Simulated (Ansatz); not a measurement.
# HBr (hydrogen bromide) at BLYP/STO-3G

Aim: the vertical ionisation energy of HBr (hydrogen bromide) at BLYP/STO-3G, from 2 runs. 

Program for the calculation: Ansatz 0.2.0.

35 further runs of the same task are left out: 4 that didn't finish, 31 set aside as unsound or not needed.

## 1. The system as given

The species is HBr (2 atoms), meant as a singlet with charge 0. SMILES: `Br`. Geometry: relaxed at GFN2-xTB.

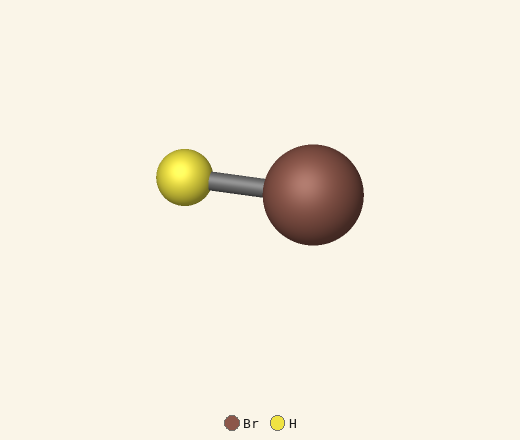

Viewed from a chosen angle; bromine brown, hydrogen yellow.

## 2. A single-point energy at BLYP/STO-3G

run.yaml

```yaml
crystal:
  periodic: [false, false, false]
  atoms:
    - symbol: Br
      position_ang: [-0.594900, 0.214950, -0.300840]
    - symbol: H
      position_ang: [0.594900, -0.214950, 0.300840]
basis:
  gaussian:
    orbitals: STO-3G
hamiltonian:
  xc: {name: BLYP}
accuracy: high
```

The run is started by

```bash
$ ansatz run run.yaml --threads 1 --pin off --max-ram 2610MiB --events-out events.jsonl --progress --plain --runs-dir runs
```

Standard output:

```text
Warning: RAYON_NUM_THREADS=1 ignored (pool sized by the plan → 1); use --threads N
Functional definition: BLYP
  name "BLYP"
  parameter beta = 0.0042
  parameter a = 0.04918
  parameter b = 0.132
  parameter c = 0.2533
  parameter d = 0.349
  exchange = b88_x(beta = beta)
  correlation = lyp_c(a = a, b = b, c = c, d = d)
211 factors; integrals over basis functions are off by at most 9.3e-9 eV
mean field evaluation 1: about -69292.4180 eV, gradient 5.2e0 eV
mean field evaluation 2: about -69292.4623 eV, gradient 4.5e0 eV
mean field evaluation 4: about -69292.5607 eV, gradient 1.3e-2 eV
mean field evaluation 8: about -69292.5518 eV, gradient 2.5e-4 eV
mean field -69292.55183255 eV, -2546.4543116675 hartree, gradient 2.3e-10 eV, S^2 0.000000; 0 other end points of the search recorded, 0 dependent functions left out
reference -69292.55185773 eV, -2546.4543125932 hartree; 18, 18 occupied and 1, 1 virtual orbitals, 211 factors
Total energy: -69292.55185773 eV, -2546.4543125932 hartree
```

Wall time 0.54 s (1 thread of Arm Neoverse V1, shared host).

## 3. The doublet cation at the same level

run.yaml

```yaml
crystal:
  periodic: [false, false, false]
  atoms:
    - {symbol: Br, position_ang: [-0.594900, 0.214950, -0.300840]}
    - {symbol: H, position_ang: [0.594900, -0.214950, 0.300840]}
basis:
  gaussian:
    orbitals: STO-3G
total_charge: 1
magnetization:
  spin_polarized: true
  initial_magnetization: 1
hamiltonian:
  xc: {name: BLYP}
accuracy: high
```

The run is started by

```bash
$ ansatz run run.yaml --threads 1 --pin off --max-ram 2610MiB --events-out events.jsonl --progress --plain --runs-dir runs
```

Standard output (excerpt; [...] marks lines left out):

```text
Warning: RAYON_NUM_THREADS=1 ignored (pool sized by the plan → 1); use --threads N
[... 9 set-up lines as earlier in the session ...]
211 factors; integrals over basis functions are off by at most 9.3e-9 eV
mean field evaluation 1: about -69282.8007 eV, gradient 3.3e0 eV
mean field evaluation 2: about -69282.8521 eV, gradient 2.6e0 eV
mean field evaluation 4: about -69282.9185 eV, gradient 7.8e-2 eV
mean field evaluation 8: about -69282.9103 eV, gradient 2.6e-2 eV
mean field evaluation 16: about -69282.9099 eV, gradient 2.6e-2 eV
mean field evaluation 32: about -69282.9103 eV, gradient 4.9e-2 eV
mean field -69282.90989057 eV, -2546.0999768355 hartree, gradient 5.9e-9 eV, S^2 0.750571; 1 other end points of the search recorded, 0 dependent functions left out
reference -69282.90991577 eV, -2546.0999777614 hartree; 18, 17 occupied and 1, 2 virtual orbitals, 211 factors
Total energy: -69282.90991577 eV, -2546.0999777614 hartree
```

Wall time 2 s (1 thread of Arm Neoverse V1, shared host); peak memory 0.095 GiB.

## 4. Summary of results

At BLYP/STO-3G:

| quantity | value |
| --- | --- |
| singlet HBr: total energy | -2546.45431 Eh |
| doublet cation: total energy | -2546.09998 Eh |
| doublet cation: ⟨S²⟩ | 0.751 |
| vertical ionisation energy (to the doublet cation) | 9.642 eV |

Removing an electron at fixed nuclei costs 9.64 eV (930 kJ/mol). In a minimal basis such a difference can be off by several eV, whatever the method.
